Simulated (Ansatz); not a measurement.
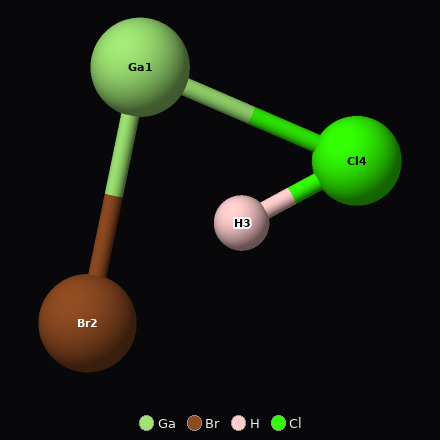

The system is the reacting system BrClGaH (fragments BrClGaH where the first distance is long, ClGa + BrH where the second is long); the picture shows the reference structure. The first coordinate is: distance Br2–H3 (bond that forms); the second: distance Ga1–H3 (bond that breaks). Relaxed at each point: all other coordinates. The grid has 9 × 9 points. Points are written as (first, second). All energies are given in kJ/mol relative to the lowest grid point. Energies and slopes of some neighbouring points disagree (a jump in structure or state, or too coarse a mesh). The reference is spin-restricted, so regions where a bond is pulled apart into radicals lie too high. The calculation used Ansatz, RKS B3LYP-D4/def2-SVP.

Its coordinates:

```xyz
4

Ga    1.4314    0.3803   -0.4676
Br   -1.0267   -0.5515   -1.5064
H    -0.3797   -0.0725    0.3172
Cl   -0.0249    0.2436    1.6568
```

Range: distance Br2–H3 (bond that forms) from 1.359 to 2.559 Å; distance Ga1–H3 (bond that breaks) from 1.377 to 2.877 Å.

> What will the energy surface look like?

The lowest grid point is at (2.375 Å, 2.877 Å). It lies on the edge of the grid, but the force there points inwards, so the minimum lies inside the range. The energy also falls towards the edge at (1.448 Å, 2.877 Å) (8 kJ/mol above the lowest), where a further well may lie outside the range. The highest grid point, (1.864 Å, 1.377 Å), lies 280 kJ/mol above the lowest.

```csv
"second ↓, first →",1.359,1.448,1.571,1.711,1.864,2.026,2.197,2.375,2.559
2.877,18,8,20,42,27,12,3,0,0
2.646,22,11,19,28,17,7,2,2,4
2.424,30,18,22,25,17,10,8,10,13
2.211,45,31,33,33,27,22,21,24,28
2.008,67,54,55,54,49,46,45,47,49
1.817,85,65,88,88,84,80,79,80,80
1.642,123,98,88,139,135,131,127,125,121
1.488,184,152,133,207,205,200,194,187,178
1.377,254,217,190,180,280,274,265,255,242
```

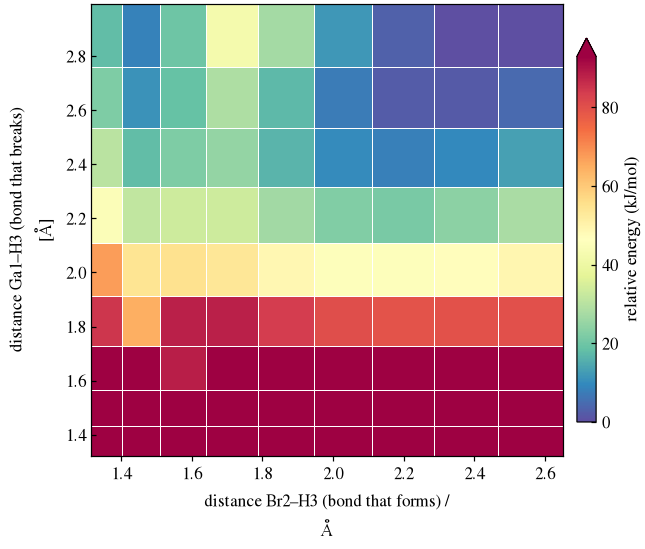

In the figure: one coloured cell a grid point, one colour for all values above the top of the scale.

Each point was launched as `ansatz run input.yaml --threads 1 --pin off --max-ram 2560MiB --backend cpu --events-out ev --progress --plain --runs-dir out`. Time for the 81 points that were run: 15 min on 1 thread of Arm Neoverse V2, with other jobs on the host.
